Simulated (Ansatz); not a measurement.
**HfH2: stress in a strained cell**

Aim: deform HfH2 (zz strain of -2 %) and compute stress, forces and field gradients with LAPW, PAW and all-electron datasets made for the crystal.

Computed with Ansatz 0.2.0 (DFT LDA, scalar-relativistic, unless a step's input says otherwise).

### 1 The starting structure

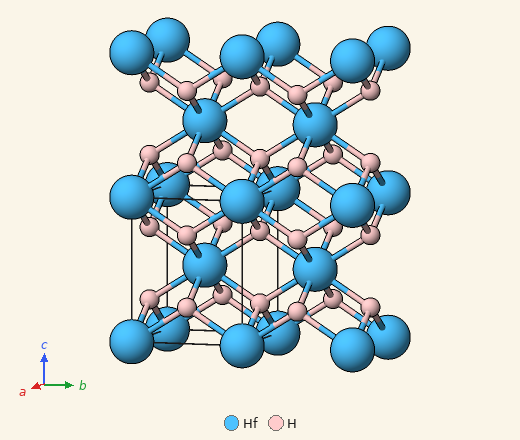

The starting structure, seen slightly off an axis (hafnium blue, hydrogen pink). 1×2×2 cells are drawn. Atoms on the faces are drawn again on the opposite ones. The cell drawn here is the conventional one.

As a file:

```
Hf H
1.0
    -1.73900    1.73900    2.18050
     1.73900   -1.73900    2.18050
     1.73900    1.73900   -2.18050
Hf H
1 2
Direct
  0.00000 0.00000 0.00000
  0.75000 0.25000 0.50000
  0.25000 0.75000 0.50000
```

Atoms are numbered in the order of the input: Hf1, H2, H3.

### 2 After the deformation

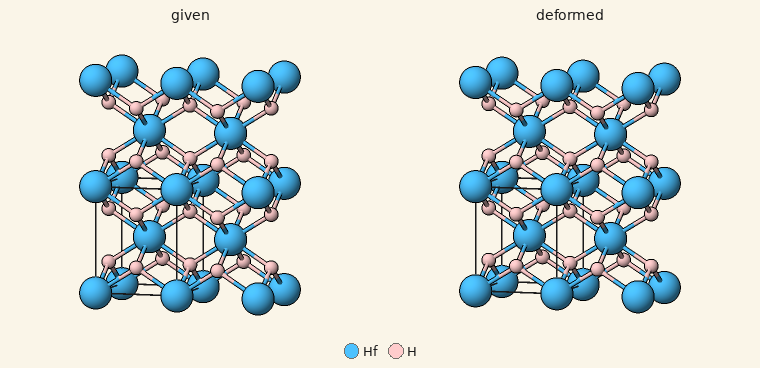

Given and deformed, at one scale.

Space group I4/mmm before, I4/mmm after.

### 3 Full-potential LAPW

Contents of input.yaml:

```yaml
crystal:
  lattice:
    - [-1.739, 1.739, 2.13689]
    - [1.739, -1.739, 2.13689]
    - [1.739, 1.739, -2.13689]
  atoms:
    - { symbol: Hf, position: [0.0, 0.0, 0.0] }
    - { symbol: H, position: [0.75, 0.25, 0.5] }
    - { symbol: H, position: [0.25, 0.75, 0.5] }
kpoints:
  mp_grid: { grid: [12, 12, 12] }
  band_path:
    path:
      - [0.0, 0.0, 0.0]
      - [0.0, 0.0, 0.5]
      - [0.25, 0.25, 0.25]
      - [0.0, 0.5, 0.0]
      - [0.0, 0.0, 0.0]
      - [0.5, 0.5, -0.5]
      - [0.415567404, 0.584432596, -0.415567404]
      - [-0.415567404, 0.415567404, 0.415567404]
      - [0.0, 0.0, 0.0]
    npoints: 5
scf:
  occupations: { method: fermi_dirac, width: 0.03 }
hamiltonian:
  xc: lda
  pseudopotentials: { kind: all_electron, lapw: { basis_error: 0.0005 } }
output:
  forces: true
  stress: true
  eigenvalues: true
```

The run is started by

```sh
> ansatz run input.yaml --threads 1 --pin off --max-ram 4096MiB --backend cpu --events-out ev --progress --plain --runs-dir out
```

Standard output, shortened:

```text
LAPW: plane waves up to 9.158 Å⁻¹, error target 5.0e-4 eV per atom; small_component_spin mean_spin; H in spheres of 0.661 Å, 1 of its electrons in bands, Dirac shells []; Hf in spheres of 1.380 Å, 42 of its electrons in bands, Dirac shells []
[...]
Pseudopotentials: kind: all_electron
Pseudopotential: Hf, LAPW, valence charge 42, Koelling and Harmon's equation, gaussian nucleus
Pseudopotential: H, LAPW, valence charge 1, Koelling and Harmon's equation, gaussian nucleus
Functional definition: SPW92
[...]
Crystal: 3 atoms, lattice volume = 25.849 Å³
Basis set: ecut = 319.52462437347845 eV, 339 PW (Γ), exchange–correlation at level 2
Bands: 27, of which v1, the nominal top of the filled ones, is band 22 counted from 1 (21 counted from 0)
Symmetry: 16 space group operations
Space group: I4/mmm (ITA 139), of the structure as read, at distance tolerance 3.0e-5 Å
k-points: 163 of 1728
[...]
SCF iter   1: F=—  HF=-410039.594352 eV  |F-HF|=—  |Δ(HF+E_count)|=         —  Δρ=6.79e-2  dr2=1.09e0  ethr=2.48e-3  ⟨swp⟩=2.0  Hψ=27548  notcnv=0
[...]
the basis was enlarged: its passes take 354.1 KiB over the memory plan, 1 of 1 planned eigensolver slots
[...]
SCF iter   9: F=-410038.922971 eV  HF=-410038.922971 eV  |F-HF|=4.25e-9  |Δ(HF+E_count)|=   3.05e-7  Δρ=1.05e-5  dr2=2.65e-8  ethr=2.87e-9  ⟨swp⟩=2.0  Hψ=12894  notcnv=0
[...]
NSCF: frozen V_eff on 41 k-points
SCF converged after 9 iterations
Free energy (F): -410038.922971 eV
[...]
E sigma→0 (E₀):  -410038.922207 eV
Entropy (-TS):   -0.001528 eV (-0.509 meV/atom)
Fermi energy:    18.601788 eV
[...]
--- Forces (eV/Å), atoms counted from 1 ---
  atom   1  Hf    -0.00000000    -0.00000000     0.00000000
  atom   2  H      0.00000000     0.00000000     0.00000000
  atom   3  H      0.00000000     0.00000000     0.00000000
[...]
--- Stress (GPa, compression-positive) ---
       -5.801137       0.000000       0.000000
        0.000000      -5.801137      -0.000000
        0.000000      -0.000000      -5.964543
  P = ⅓ Tr σ = -5.8556 GPa (-58.556 kbar)
--- Band table (eV; the first three rows and the last of 163) ---
[...]
```

Run time: 42 s. Hardware: 1 thread of Arm Neoverse V2, shared host; peak memory 0.59 GiB.

Read from it: pressure -5.86 GPa; no gap.

### 4 PAW with frozen cores

Contents of input.yaml:

```yaml
crystal:
  lattice:
    - [-1.739, 1.739, 2.13689]
    - [1.739, -1.739, 2.13689]
    - [1.739, 1.739, -2.13689]
  atoms:
    - { symbol: Hf, position: [0.0, 0.0, 0.0] }
    - { symbol: H, position: [0.75, 0.25, 0.5] }
    - { symbol: H, position: [0.25, 0.75, 0.5] }
kpoints:
  mp_grid: { grid: [12, 12, 12] }
scf:
  occupations: { method: fermi_dirac, width: 0.03 }
hamiltonian:
  xc: lda
  pseudopotentials: { kind: paw }
output:
  forces: true
  stress: true
  eigenvalues: true
  efg: { contact_densities: true }
  write_density: true
  write_potential: true
  elf: true
  volumetric_format: npy
```

The run is started by

```sh
> ansatz run input.yaml --threads 1 --pin off --max-ram 4096MiB --backend cpu --events-out ev --progress --plain --runs-dir out
```

Standard output:

```text
Hf: output.efg is read without spin–orbit coupling, which moves field gradients at and beside such atoms by some per cent and up to a factor of two; PAW files take it under magnetization.noncollinear and magnetization.spin_orbit
Engine: ansatz 0.2.0
Pseudopotentials: kind: paw
Pseudopotential: Hf, paw, valence charge 26, recommended cutoff 420 eV (normal)
Pseudopotential: H, paw, valence charge 1, recommended cutoff 420 eV (normal)
[... 1 set-up line as earlier in the session ...]
  exchange = slater_x
  correlation = pw_c
Crystal: 3 atoms, lattice volume = 25.849 Å³
Basis set: ecut = 420 eV, 503 PW (Γ)
Bands: 18, of which v1, the nominal top of the filled ones, is band 14 counted from 1 (13 counted from 0)
[... 2 set-up lines as earlier in the session ...]
k-points: 163 of 1728
Non-local potential: Hf, projectors of the file, l = 0: 3, l = 1: 2, l = 2: 2, l = 3: 3
Non-local potential: H, projectors of the file, l = 0: 2, l = 1: 1
PAW form: soft (Blöchl's): semilocal exchange-correlation on the pseudo side does not see the compensation charge
PAW frozen core: Hf, regenerated for the run's functional, and the local potential with it (the file was generated under x = pbe(κ = 0.804, μ = 0.2195149727645171), c = pbe(β = 0.06672455060314922))
PAW one-centre angular grid: Hf, 590 points (default); XC on 64 Gauss nodes
PAW one-centre angular grid: H, 110 points (default); XC on 64 Gauss nodes
Initial density: superposition of atomic densities (neutral atoms: chi_scale 0, normalization atom), corrected by the library's trained network
Initial wavefunctions: pseudopotential atomic-orbital guess
Functional: x = slater, c = lda
SCF iter   1: F=—  HF=-15509.868899 eV  |F-HF|=—  |Δ(HF+E_count)|=         —  Δρ=1.11e-2  dr2=2.16e-2  ethr=1.77e-3  ⟨swp⟩=5.2  Hψ=12431  notcnv=0
preconditioner: auto → Kerker (q_TF=auto, 2.765 Å⁻¹)  [metal: Δε(μ)=0.027 eV  Ē_g=18.644 eV  σ=0.030 eV  W_gap=0.21  n_scr=12 (ndim 8)  ℏωp=37.2 eV  f_vac=0.000  D(μ)=0.50/eV (n_scr^D=0)]
SCF iter   2: F=—  HF=-15509.863055 eV  |F-HF|=—  |Δ(HF+E_count)|=   5.84e-3  Δρ=6.26e-3  dr2=7.19e-3  ethr=7.70e-5  ⟨swp⟩=2.0  Hψ=4770  notcnv=0
SCF iter   3: F=—  HF=-15509.861066 eV  |F-HF|=—  |Δ(HF+E_count)|=   1.99e-3  Δρ=1.18e-3  dr2=3.93e-4  ethr=2.57e-5  ⟨swp⟩=2.0  Hψ=5160  notcnv=0
SCF iter   4: F=—  HF=-15509.860390 eV  |F-HF|=—  |Δ(HF+E_count)|=   6.76e-4  Δρ=5.80e-4  dr2=4.09e-5  ethr=1.40e-6  ⟨swp⟩=2.0  Hψ=5232  notcnv=0
SCF iter   5: F=—  HF=-15509.860394 eV  |F-HF|=—  |Δ(HF+E_count)|=   4.22e-6  Δρ=7.07e-5  dr2=1.24e-6  ethr=1.46e-7  ⟨swp⟩=2.0  Hψ=5217  notcnv=0
SCF iter   6: F=—  HF=-15509.860393 eV  |F-HF|=—  |Δ(HF+E_count)|=   8.10e-7  Δρ=2.42e-5  dr2=1.53e-7  ethr=4.42e-9  ⟨swp⟩=2.1  Hψ=4730  notcnv=0
SCF iter   7: F=-15509.860393 eV  HF=-15509.860393 eV  |F-HF|=1.91e-8  |Δ(HF+E_count)|=   1.04e-8  Δρ=8.54e-6  dr2=2.56e-8  ethr=3.57e-10  ⟨swp⟩=8.2  Hψ=19287  notcnv=0
SCF 1 converged in 7 iterations: F = -15509.860393 eV  dr2 = 2.56e-8
SCF converged after 7 iterations
Free energy (F): -15509.860393 eV
Harris-Foulkes:  -15509.860393 eV  (|F-HF|=1.91e-8)
Internal energy: -15509.858864 eV  (E = F + TS)
E sigma→0 (E₀):  -15509.859629 eV
Entropy (-TS):   -0.001529 eV (-0.510 meV/atom)
Fermi energy:    18.331155 eV
--- Per-component energies (eV) ---
  E_band       = -0.725828
  E_kinetic    = 453.237521
  E_local      = -5314.487984  (includes V_loc(G=0)·N_el)
  E_nonlocal   = -1230.363518
  E_hartree    = 2483.254332
  E_xc         = -316.324632
  E_vxc        = -291.263935  (∫ρ·V_xc dr)
  E_paw        = -6685.843622  (= ΣΔE_a)
  E_vpaw       = 1415.652775  (= ΣTr[D̂ρ^β])
  E_aug_tail   = -0.002373  (compensation charges beyond the density's cutoff)
  E_ewald      = -4901.785830
  E_core_change = 2.457243  (= ΣΔE_core)
  E_smearing   = -0.001529  (= −TS)
  E_closure    = 0.000000  (closes the sum)
  Σ components = -15509.860393   (vs F -15509.860393, Δ=0.00e0)
--- Forces (eV/Å), atoms counted from 1 ---
  atom   1  Hf     0.00000000     0.00000000    -0.00000000
  atom   2  H     -0.00000000    -0.00000000     0.00000000
  atom   3  H      0.00000000     0.00000000     0.00000000
  max |Σ_I F_I| component: 1.58e-30 eV/Å
--- Stress (GPa, compression-positive) ---
       -5.832641       0.000000       0.000000
        0.000000      -5.832641       0.000000
       -0.000000       0.000000      -5.987191
  P = ⅓ Tr σ = -5.8842 GPa (-58.842 kbar)
--- PAW observables at the nuclei: V_zz in 10²¹ V/m², potentials from the cell's mean, atoms counted from 1 ---
  atom   1  Hf V_zz =    -3.693535   η = 0.0000   by run symmetry: allowed
            electrostatic potential = -14181.906399 V   contact ρ = 7500116.452851 e/Å³
  atom   2  H  V_zz =    -0.025020   η = 0.0000   by run symmetry: allowed
            electrostatic potential = -51.146348 V   contact ρ = 2.835151 e/Å³
  atom   3  H  V_zz =    -0.025020   η = 0.0000   by run symmetry: allowed
            electrostatic potential = -51.146348 V   contact ρ = 2.835151 e/Å³
--- Band table (eV; the first three rows and the last of 163) ---
  k-point 0: bands = ["-44.0324", "-12.5107", "-12.5107", "-12.4525", "5.8566", "5.9668", "5.9668", "5.9768", "5.9992", "5.9992", "6.0329", "7.0481", "17.4131", "17.8312", "17.8312", "18.7361", "20.0530", "21.5408"]
  k-point 1: bands = ["-44.0294", "-12.5547", "-12.5173", "-12.4680", "5.8630", "5.9655", "5.9687", "5.9775", "5.9962", "5.9970", "6.0296", "7.2934", "15.8884", "18.0439", "18.8453", "19.6139", "19.7994", "21.3769"]
  k-point 2: bands = ["-44.0214", "-12.6724", "-12.5354", "-12.5100", "5.8812", "5.9642", "5.9735", "5.9794", "5.9884", "5.9911", "6.0211", "7.9985", "14.4524", "18.6725", "18.8207", "19.1796", "21.4317", "21.8013"]
  k-point 162: bands = ["-43.9711", "-13.0236", "-12.8034", "-12.8034", "5.9511", "5.9609", "5.9611", "5.9611", "5.9849", "6.0100", "6.0100", "10.5254", "14.3668", "14.5208", "22.9771", "23.0736", "23.0736", "23.9651"]
```

It took 6.4 s on 1 thread of Arm Neoverse V2, shared host; peak memory 0.41 GiB.

In short: pressure -5.88 GPa; no gap; Vzz Hf1 -3.69 (η = 0.00), H2 -0.03 (η = 0.00) (10²¹ V/m²).

The fields are shown in the conventional cell of this run's space group, carried over from its grid by interpolation.

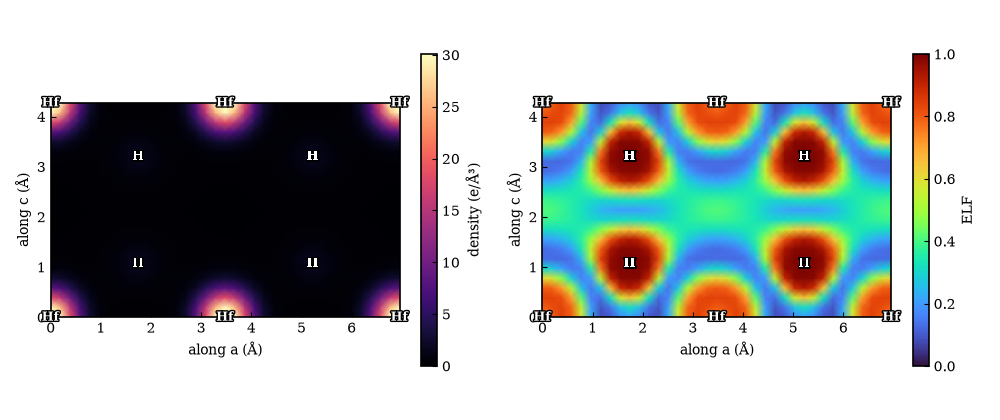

Density (left) and ELF (right) in a lattice plane of the grid's cell (edges 3.48 and 4.27 Å, at 0.000 of the third edge), which holds Hf and H. Only atoms in the plane are labelled; the density scale stops at 30.09 e/Å³. Both are smooth fields of the valence electrons: close to the nuclei they are not physical.

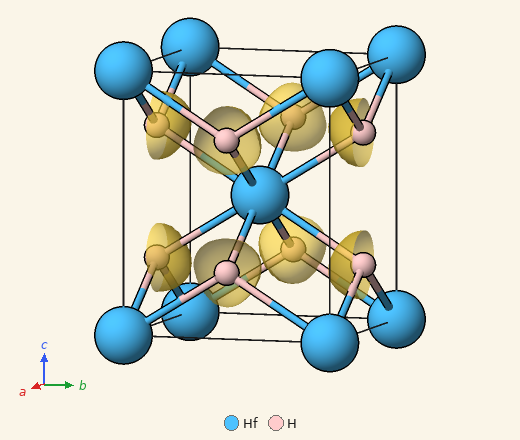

Surface of ELF = 0.85, drawn in one cell.

The highest ELF values outside the cores: 1.00 at H.

### 5 Datasets made for this crystal

Changes to input.yaml since step 4:

```diff
@@ -15,3 +15,3 @@
   xc: lda
-  pseudopotentials: { kind: paw }
+  pseudopotentials: { kind: all_electron, datasets: crystal }
 output:
@@ -21,5 +21 @@
   efg: { contact_densities: true }
-  write_density: true
-  write_potential: true
-  elf: true
-  volumetric_format: npy
```

The run is started by

```sh
> ansatz run input.yaml --threads 1 --pin off --max-ram 4096MiB --backend cpu --events-out ev --progress --plain --runs-dir out
```

Standard output, shortened:

```text
[...]
band count auto-derived: 20 (N_el = 28.0; filled up to band 14; 18 by the electrons, moments and atoms)
Hf: output.efg is read without spin–orbit coupling, which moves field gradients at and beside such atoms by some per cent and up to a factor of two; PAW files take it under magnetization.noncollinear and magnetization.spin_orbit
[...]
[... 1 set-up line as earlier in the session ...]
Pseudopotential: Hf, paw, valence charge 26, recommended cutoff 420 eV (normal), Koelling and Harmon's equation, gaussian nucleus
Pseudopotential: H, paw, valence charge 1, recommended cutoff 420 eV (normal), Koelling and Harmon's equation, gaussian nucleus
[... 1 set-up line as earlier in the session ...]
[...]
Crystal: 3 atoms, lattice volume = 25.849 Å³
Basis set: ecut = 420 eV, 503 PW (Γ)
Bands: 20, of which v1, the nominal top of the filled ones, is band 14 counted from 1 (13 counted from 0)
[... 1 set-up line as earlier in the session ...]
[...]
--- Stress (GPa, compression-positive) ---
       -5.802168       0.000000       0.000000
        0.000000      -5.802168       0.000000
        0.000000       0.000000      -5.964946
  P = ⅓ Tr σ = -5.8564 GPa (-58.564 kbar)
--- PAW observables at the nuclei: V_zz in 10²¹ V/m², potentials from the cell's mean, atoms counted from 1 ---
  atom   1  Hf V_zz =    -3.944775   η = 0.0000   by run symmetry: allowed
            electrostatic potential = -14175.997939 V   contact ρ = 7496464.192597 e/Å³
  atom   2  H  V_zz =    -0.018386   η = 0.0000   by run symmetry: allowed
            electrostatic potential = -51.158614 V   contact ρ = 2.840699 e/Å³
  atom   3  H  V_zz =    -0.018386   η = 0.0000   by run symmetry: allowed
            electrostatic potential = -51.158614 V   contact ρ = 2.840699 e/Å³
--- Band table (eV; the first three rows and the last of 163) ---
  k-point 0: bands = ["-43.7578", "-12.2370", "-12.2370", "-12.1791", "6.1334", "6.2427", "6.2427", "6.2536", "6.2761", "6.2761", "6.3089", "7.3192", "17.6891", "18.1013", "18.1013", "19.0065", "20.3236", "21.8107"]
[...]
```

It took 26 s on 1 thread of Arm Neoverse V2, shared host; peak memory 0.76 GiB.

This run gives: pressure -5.86 GPa; no gap; Vzz Hf1 -3.94 (η = 0.00), H2 -0.02 (η = 0.00) (10²¹ V/m²).

### 6 Stress and forces compared

Stress (GPa, compression positive):

```
          method     xx     yy     zz    yz    xz    xy
            LAPW  -5.80  -5.80  -5.96  0.00  0.00  0.00
             PAW  -5.83  -5.83  -5.99  0.00  0.00  0.00
crystal datasets  -5.80  -5.80  -5.96  0.00  0.00  0.00
```

| method | pressure (GPa) | Vzz Hf1 (10²¹ V/m²) | Vzz H2 (10²¹ V/m²) | SCF cycles, by the record's count |
| --- | --- | --- | --- | --- |
| LAPW | -5.86 | – | – | 9 |
| PAW | -5.88 | -3.69 | -0.03 | 7 |
| crystal datasets | -5.86 | -3.94 | -0.02 | 10 |

### 7 What came out

| quantity | value |
| --- | --- |
| pressure | LAPW -5.86, PAW -5.88, crystal datasets -5.86 GPa |
| largest shear or deviatoric stress (LAPW) | 0.11 GPa |

The largest part of the stress beyond the pressure is 0.11 GPa in size, in the zz component; the atoms are carried along and not relaxed. No run of the undeformed cell stands beside it, so pressure and stress hold what the given cell had before the change, as far as its symmetry allows. PAW: stress within 0.04 GPa of LAPW. Crystal datasets: stress within 0.01 GPa of LAPW. Spin-orbit coupling is left out, though the cell holds Hf; in elements this heavy it can shift bands and gaps by tenths of an eV.
